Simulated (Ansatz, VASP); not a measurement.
# GaN in two plane-wave programs, part 2 of 3

Wanted: the spread between two codes on one cell, functional and k mesh. The cell is taken from a series of VASP runs on this material, whose earlier steps may have relaxed, scaled or displaced it; both programs get it as it stands. Other levels of theory on this material are compared in a session of their own. Valence electrons are named where the data sets of a main pair hold unlike numbers.

VASP 6.6.1 and Ansatz 0.2.0.

So far. Step 3 (VASP: band structure, r2SCAN): The run ends at a pressure of -2.30 GPa, with forces up to 0.0045 eV/Å.

### Step 4. Side by side

Known differences besides the potentials themselves: VASP keeps PBE cores, Ansatz makes them for the functional; the cutoff is 500 eV in Ansatz and 460 eV in VASP. Total energies have different zeros and are not compared.

Compared:

```csv
quantity,Ansatz,VASP,difference
pressure (GPa),-2.56,-2.30,-0.26
pressure without Ansatz's Pulay correction (GPa),-2.65,-2.30,-0.35
gap over the path points (eV),2.256,2.250,+0.007
```

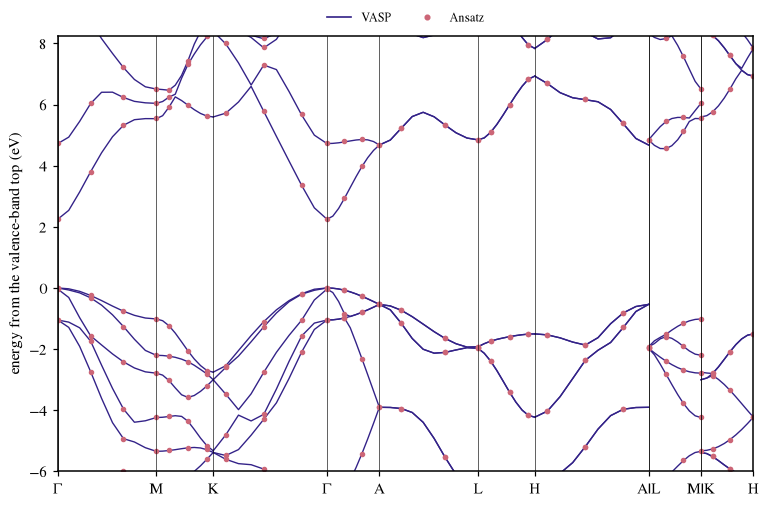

Bands from VASP (lines) and levels from Ansatz (dots). Dots without a line are higher empty bands that the VASP plot leaves out.

Levels at points of the path, from each program's valence-band top (eV; 4 filled, then empty):

```csv
k (reciprocal lattice),Ansatz,VASP
0.000 0.000 0.000,-1.05 -0.04 0.00 0.00 2.26 4.74 9.89,-1.05 -0.04 0.00 0.00 2.25 4.72 9.88
0.167 0.000 0.000,-1.74 -1.57 -0.33 -0.25 3.81 6.05 8.75,-1.74 -1.57 -0.32 -0.24 3.80 6.03 8.74
0.333 0.000 0.000,-3.96 -2.42 -1.26 -0.76 5.33 6.25 7.22,-3.96 -2.42 -1.26 -0.76 5.32 6.23 7.21
0.500 0.000 0.000,-4.24 -2.79 -2.20 -1.01 5.55 6.05 6.52,-4.24 -2.79 -2.20 -1.01 5.54 6.04 6.51
0.463 0.074 0.000,-4.20 -3.03 -2.23 -1.24 5.92 6.25 6.49,-4.21 -3.03 -2.23 -1.24 5.92 6.24 6.47
0.407 0.185 0.000,-4.36 -3.58 -2.41 -2.06 5.99 7.33 7.44,-4.36 -3.58 -2.41 -2.06 5.98 7.31 7.43
0.352 0.296 0.000,-5.16 -3.21 -2.81 -2.70 5.63 8.23 8.54,-5.16 -3.21 -2.81 -2.70 5.62 8.21 8.51
0.296 0.296 0.000,-4.80 -3.48 -2.60 -2.54 5.73 8.01 8.61,-4.80 -3.48 -2.60 -2.54 5.72 7.98 8.59
0.185 0.185 0.000,-4.14 -2.76 -1.27 -1.10 5.79 7.30 7.88,-4.14 -2.76 -1.27 -1.10 5.78 7.29 7.86
0.074 0.074 0.000,-1.57 -1.05 -0.20 -0.19 3.36 5.68 9.43,-1.57 -1.05 -0.20 -0.19 3.35 5.66 9.43
```

At this near-relaxed geometry the largest component of a force difference is 6 meV/Å. Among the levels compared at these points, filled levels agree within 5 meV and empty ones within 27 meV. Ansatz's pressure holds a Pulay correction of 0.10 GPa; VASP's holds none.

### Step 5. VASP: band structure, r2SCAN, spin-orbit coupling

The same path points are solved in both programs, so levels can be compared one by one.

Contents of INCAR:

```
SYSTEM = GaN
PREC = Accurate
ENCUT = 460
EDIFF = 1E-06
NELM = 100
ISMEAR = 0
SIGMA = 0.03
LREAL = .FALSE.
ALGO = Normal
METAGGA = R2SCAN
LASPH = .TRUE.
LNONCOLLINEAR = .TRUE.
MAGMOM = 0 0 0 0 0 0 0 0 0 0 0 0
NBANDS = 48
GGA_COMPAT = .FALSE.
LSORBIT = .TRUE.
LORBIT = 11
LWAVE = .FALSE.
LCHARG = .FALSE.
KPAR = 8
```

Contents of POSCAR:

```
GaN
1.0
    3.1972000000      0.0000000000      0.0000000000
   -1.5986000000      2.7688564210      0.0000000000
    0.0000000000      0.0000000000      5.2070000000
Ga N
2 2
Direct
    0.3333333333      0.6666666667      0.0916875968
    0.6666666667      0.3333333333      0.5916875968
    0.3333333333      0.6666666667      0.4683124032
    0.6666666667      0.3333333333      0.9683124032
```

Contents of KPOINTS:

```
Automatic mesh
0
Gamma
8 8 4
0 0 0
```

Contents of KPOINTS_OPT:

```
Line mode
10
Line-mode
Reciprocal
  0.00000000   0.00000000   0.00000000 GAMMA
  0.50000000   0.00000000   0.00000000 M

  0.50000000   0.00000000   0.00000000 M
  0.33333333   0.33333333   0.00000000 K

  0.33333333   0.33333333   0.00000000 K
  0.00000000   0.00000000   0.00000000 GAMMA

  0.00000000   0.00000000   0.00000000 GAMMA
  0.00000000   0.00000000   0.50000000 A

  0.00000000   0.00000000   0.50000000 A
  0.50000000   0.00000000   0.50000000 L

  0.50000000   0.00000000   0.50000000 L
  0.33333333   0.33333333   0.50000000 H

  0.33333333   0.33333333   0.50000000 H
  0.00000000   0.00000000   0.50000000 A

  0.50000000   0.00000000   0.50000000 L
  0.50000000   0.00000000   0.00000000 M

  0.33333333   0.33333333   0.00000000 K
  0.33333333   0.33333333   0.50000000 H
```

The projector-augmented-wave data sets are Ga_d and N (PBE family, release 64).

Launch:

```sh
> mpirun -np 8 vasp_ncl
```

Numbers of over 12 decimals in the logs are rounded to 6 here.

The program printed:

```text
[banner, memory and clock lines left out]
running    8 mpi-ranks, on    1 nodes
[...]
[... a notice as in an earlier step ...]

 [... a notice as in an earlier step ...]

 LDA part: xc-table for (None), standard interpolation
 POSCAR, INCAR and KPOINTS ok, starting setup
[...]
entering main loop
       N       E                     dE             d eps       ncg     rms          rms(c)
DAV:   1     0.361575716181E+03    0.36158E+03   -0.15454E+04  4432   0.267E+03
DAV:   2     0.231224295585E+02   -0.33845E+03   -0.31600E+03  3912   0.691E+02
DAV:   3    -0.483108653118E+02   -0.71433E+02   -0.69324E+02  4456   0.210E+02
DAV:   4    -0.534838001409E+02   -0.51729E+01   -0.51296E+01  4928   0.602E+01
[...]
DAV:  13    -0.438256326226E+02    0.65339E-05   -0.61519E-06  4696   0.237E-02    0.725E-03
DAV:  14    -0.438256312506E+02    0.13720E-05   -0.31969E-06  5112   0.525E-02    0.218E-03
DAV:  15    -0.438256312906E+02   -0.40051E-07   -0.87353E-07  2688   0.959E-03
   1 F= -.43825631E+02 E0= -.43825631E+02  d E =-.753713E-18  mag=    -0.0000     0.0000     0.0000
 Start KPOINTS_OPT (optional k-point list driver)
k-point batch [1-40\90]
       N       E                     dE             ncg
DAV:   1     0.894522836643E+04   -0.17519E+05     4496
DAV:   2    -0.458239756647E+04   -0.13528E+05     3880
DAV:   3    -0.728294827244E+04   -0.27006E+04     4520
DAV:   4    -0.746363816294E+04   -0.18069E+03     4608
[...]
DAV:   8    -0.746986207063E+04   -0.63765E-04     5120
DAV:   9    -0.746986207164E+04   -0.10088E-05     3128
DAV:  10    -0.746986207183E+04   -0.18403E-06     2848
[...]
k-point batch [81-90\90]
       N       E                     dE             ncg
DAV:   1     0.369228599386E+05   -0.12013E+05     1104
DAV:   2     0.335712319496E+05   -0.33516E+04      960
DAV:   3     0.329077598357E+05   -0.66347E+03     1056
DAV:   4     0.328611067408E+05   -0.46653E+02     1224
DAV:   5     0.328598780129E+05   -0.12287E+01     1056
DAV:   6     0.328598278872E+05   -0.50126E-01     1376
DAV:   7     0.328598268013E+05   -0.10859E-02     1216
DAV:   8     0.328598267882E+05   -0.13006E-04     1376
DAV:   9     0.328598267881E+05   -0.16607E-06      720
```

OUTCAR, selected parts (step 5):

```text
  Total       -0.6749259     -0.6749259     -0.6656221      0.0000000      0.0000000      0.0000000
  in kB      -23.4589645    -23.4589645    -23.1355863      0.0000000      0.0000000      0.0000000
  external PRESSURE =     -23.3511718 kB  Pullay stress =       0.0000000 kB

 POSITION                                       TOTAL-FORCE (eV/Angst)
 -----------------------------------------------------------------------------------
     -0.00000      1.84590      0.47742        -0.000000      0.000000     -0.004192
      1.59860      0.92295      3.08092         0.000000     -0.000000     -0.004192
     -0.00000      1.84590      2.43850         0.000000     -0.000000      0.004192
      1.59860      0.92295      5.04200         0.000000      0.000000      0.004192
 -----------------------------------------------------------------------------------
    total drift:                               -0.000000      0.000000      0.026206

  FREE ENERGIE OF THE ION-ELECTRON SYSTEM (eV)
  ---------------------------------------------------
  free  energy   TOTEN  =       -43.8256312906 eV

  energy  without entropy=      -43.8256312906  energy(sigma->0) =      -43.82563129

 magnetization (x)
# of ion       s       p       d       tot
------------------------------------------
    1       -0.000   0.000   0.000   0.000
    2        0.000   0.000  -0.000  -0.000
    3       -0.000   0.000   0.000   0.000
    4        0.000  -0.000   0.000  -0.000
--------------------------------------------------
tot          0.000   0.000   0.000   0.000

 magnetization (y)
# of ion       s       p       d       tot
------------------------------------------
    1       -0.000   0.000   0.000  -0.000
    2        0.000   0.000   0.000   0.000
    3        0.000   0.000   0.000   0.000
    4       -0.000   0.000   0.000   0.000
--------------------------------------------------
tot         -0.000   0.000   0.000   0.000

 magnetization (z)
# of ion       s       p       d       tot
------------------------------------------
    1       -0.000   0.000  -0.000  -0.000
    2       -0.000   0.000   0.000  -0.000
    3        0.000   0.000   0.000   0.000
    4        0.000   0.000   0.000   0.000
--------------------------------------------------
tot         -0.000   0.000  -0.000  -0.000

[... 1 part as in an earlier step ...]

[... 2 further parts left out ...]
[key lines of the parts left out:]
E-fermi :   5.1308
```

The run ends at a pressure of -2.34 GPa, with forces up to 0.0042 eV/Å.

### Step 6. Ansatz: band structure, r2SCAN, spin-orbit coupling

The same cell, functional, mesh and smearing now go to Ansatz, which takes its cutoff from its data sets.

The cell is taken from a series of VASP runs on this material, whose earlier steps may have relaxed, scaled or displaced it; both programs get it as it stands.

Contents of input.yaml:

```yaml
crystal:
  lattice:
    - [3.1972, 0.0, 0.0]
    - [-1.5986, 2.768856421, 0.0]
    - [0.0, 0.0, 5.207]
  atoms:
    - { symbol: Ga, position: [0.3333333333, 0.6666666667, 0.0916875968] }
    - { symbol: Ga, position: [0.6666666667, 0.3333333333, 0.5916875968] }
    - { symbol: "N", position: [0.3333333333, 0.6666666667, 0.4683124032] }
    - { symbol: "N", position: [0.6666666667, 0.3333333333, 0.9683124032] }
hamiltonian:
  xc: r2scan
  pseudopotentials: { kind: paw_fr }
magnetization:
  noncollinear: true
  spin_orbit: true
kpoints:
  mp_grid: { grid: [8, 8, 4] }
  band_path:
    path:
      - [0.0, 0.0, 0.0]
      - [0.16667, 0.0, 0.0]
      - [0.33333, 0.0, 0.0]
      - [0.5, 0.0, 0.0]
      - [0.46296, 0.07407, 0.0]
      - [0.40741, 0.18519, 0.0]
      - [0.35185, 0.2963, 0.0]
      - [0.2963, 0.2963, 0.0]
      - [0.18519, 0.18519, 0.0]
      - [0.07407, 0.07407, 0.0]
      - [0.0, 0.0, 0.0]
      - [0.0, 0.0, 0.16667]
      - [0.0, 0.0, 0.33333]
      - [0.0, 0.0, 0.5]
      - [0.11111, 0.0, 0.5]
      - [0.33333, 0.0, 0.5]
      - [0.5, 0.0, 0.5]
      - [0.46296, 0.07407, 0.5]
      - [0.40741, 0.18519, 0.5]
      - [0.35185, 0.2963, 0.5]
      - [0.2963, 0.2963, 0.5]
      - [0.18519, 0.18519, 0.5]
      - [0.07407, 0.07407, 0.5]
      - [0.5, 0.0, 0.5]
      - [0.5, 0.0, 0.33333]
      - [0.5, 0.0, 0.16667]
      - [0.5, 0.0, 0.0]
      - [0.33333, 0.33333, 0.11111]
      - [0.33333, 0.33333, 0.27778]
      - [0.33333, 0.33333, 0.5]
    npoints: 1
scf:
  occupations: { method: gaussian, width: 0.03 }
  n_extra_bands: 16
output:
  forces: true
  stress: true
  eigenvalues: true
```

Launch:

```sh
> ansatz run input.yaml --threads 2 --pin off --max-ram 4608MiB --backend cpu --events-out ev --progress --plain --runs-dir out
```

The program printed:

```text
[...]
non-collinear run that drives no moment, with spin-orbit: no starting moment large enough to seed its density (crystal.atoms[].spin), no starting occupations that ask for one, no magnetisation constraint and no magnetic field, so the semilocal B_xc is pinned to zero
Crystal: 4 atoms, lattice volume = 46.095 Å³
[...]
k-point 1: bands = [... 32 lower, 9.1203, 9.1203, 9.1299, 9.1299, 12.7595, 12.7595, 14.1311, 14.1311, ... 12 higher]
  k-point 2: bands = [... 32 lower, 8.7553, 8.7553, 8.7553, 8.7553, 13.9748, 13.9748, 13.9748, 13.9748, ... 12 higher]
  k-point 29: bands = [... 32 lower, 7.7447, 7.7447, 7.7558, 7.7558, 15.8157, 15.8157, 15.8394, 15.8394, ... 12 higher]
[key lines of the parts left out:]
SCF converged after 8 iterations
Magnetization: |M| = 0.0000 μB,  M = (+0.0000, +0.0000, +0.0000) μB
Free energy (F): -8347.781536 eV
Fermi energy:    10.415492 eV
P = ⅓ Tr σ = -2.5750 GPa (-25.750 kbar)
```

The job ended after 44 s (2 threads of Arm Neoverse V1, shared host; peak memory 0.64 GiB; 78 s of CPU time).

### Step 7. Comparison

What differs besides the data sets and the points named for the pairs above, as far as they apply: spin-orbit coupling enters by fully relativistic files in Ansatz and inside the spheres in VASP. Total energies have different zeros and are not compared.

Both answers:

```csv
quantity,Ansatz,VASP,difference
pressure (GPa),-2.58,-2.34,-0.24
pressure without Ansatz's Pulay correction (GPa),-2.67,-2.34,-0.34
gap over the path points (eV),2.254,2.247,+0.007
```

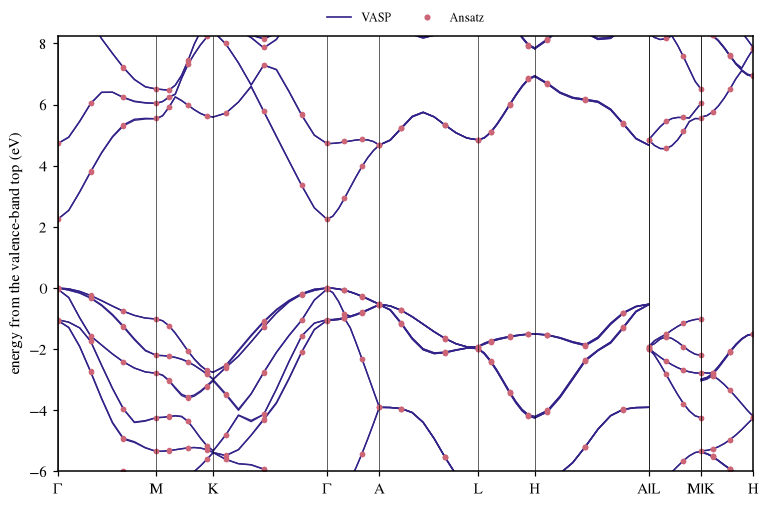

Bands from VASP (lines) and levels from Ansatz (dots). Dots without a line are higher empty bands that the VASP plot leaves out.

Levels at points of the path, from each program's valence-band top (eV; 8 filled, then empty):

```csv
k (reciprocal lattice),Ansatz,VASP
0.000 0.000 0.000,-1.04 -1.04 -0.04 -0.04 -0.01 -0.01 0.00 0.00 2.25 2.25 4.74 4.74 9.88 9.88,-1.04 -1.04 -0.04 -0.04 0.00 0.00 0.00 0.00 2.25 2.25 4.72 4.72 9.88 9.88
0.167 0.000 0.000,-1.75 -1.74 -1.57 -1.57 -0.34 -0.32 -0.25 -0.24 3.80 3.81 6.04 6.06 8.74 8.75,-1.75 -1.74 -1.57 -1.57 -0.34 -0.32 -0.25 -0.24 3.79 3.81 6.02 6.04 8.72 8.74
0.333 0.000 0.000,-3.97 -3.96 -2.42 -2.42 -1.28 -1.25 -0.77 -0.76 5.31 5.34 6.24 6.25 7.21 7.22,-3.97 -3.96 -2.42 -2.42 -1.28 -1.25 -0.77 -0.76 5.30 5.33 6.22 6.23 7.20 7.21
0.500 0.000 0.000,-4.24 -4.24 -2.79 -2.79 -2.21 -2.21 -1.02 -1.02 5.55 5.55 6.05 6.05 6.52 6.52,-4.24 -4.24 -2.79 -2.79 -2.21 -2.21 -1.02 -1.02 5.54 5.54 6.04 6.04 6.51 6.51
0.463 0.074 0.000,-4.21 -4.21 -3.04 -3.02 -2.24 -2.23 -1.24 -1.24 5.92 5.93 6.25 6.25 6.48 6.49,-4.21 -4.21 -3.04 -3.02 -2.24 -2.23 -1.24 -1.24 5.91 5.92 6.24 6.24 6.46 6.47
0.407 0.185 0.000,-4.36 -4.35 -3.61 -3.56 -2.42 -2.41 -2.06 -2.06 5.98 5.99 7.32 7.33 7.43 7.44,-4.37 -4.36 -3.61 -3.56 -2.42 -2.41 -2.06 -2.06 5.98 5.98 7.30 7.31 7.42 7.43
0.352 0.296 0.000,-5.17 -5.16 -3.23 -3.19 -2.82 -2.81 -2.71 -2.70 5.63 5.63 8.23 8.23 8.53 8.54,-5.17 -5.16 -3.23 -3.19 -2.82 -2.81 -2.71 -2.70 5.62 5.62 8.21 8.21 8.51 8.51
0.296 0.296 0.000,-4.81 -4.80 -3.50 -3.46 -2.61 -2.60 -2.56 -2.53 5.72 5.72 8.00 8.01 8.61 8.61,-4.81 -4.80 -3.50 -3.46 -2.60 -2.60 -2.56 -2.53 5.72 5.72 7.98 7.98 8.58 8.58
0.185 0.185 0.000,-4.14 -4.14 -2.77 -2.75 -1.28 -1.27 -1.12 -1.09 5.78 5.79 7.30 7.30 7.87 7.87,-4.14 -4.14 -2.77 -2.75 -1.28 -1.27 -1.12 -1.09 5.77 5.78 7.29 7.29 7.85 7.85
0.074 0.074 0.000,-1.57 -1.57 -1.06 -1.05 -0.21 -0.20 -0.19 -0.19 3.35 3.36 5.67 5.68 9.41 9.41,-1.57 -1.57 -1.06 -1.05 -0.21 -0.20 -0.19 -0.19 3.35 3.35 5.65 5.66 9.40 9.41
```

At this near-relaxed geometry the largest component of a force difference is 6 meV/Å. Among the levels compared at these points, filled levels agree within 6 meV and empty ones within 28 meV. Ansatz's pressure holds a Pulay correction of 0.10 GPa; VASP's holds none.

(Part 2 of 3 ends here.)

[Lines on the potential files, build, host, timing and source positions are cut from VASP's logs without a mark.]

[Logs are printed without paths, hosts, clocks, repeated set-up lines and the standing remarks that a program may print on its own settings, such as how far it seeks lower states.]

[Hosts, paths, dates, database ids (printed as entryN), source tags and the programs' standing remarks are cut or masked in the printed files.]
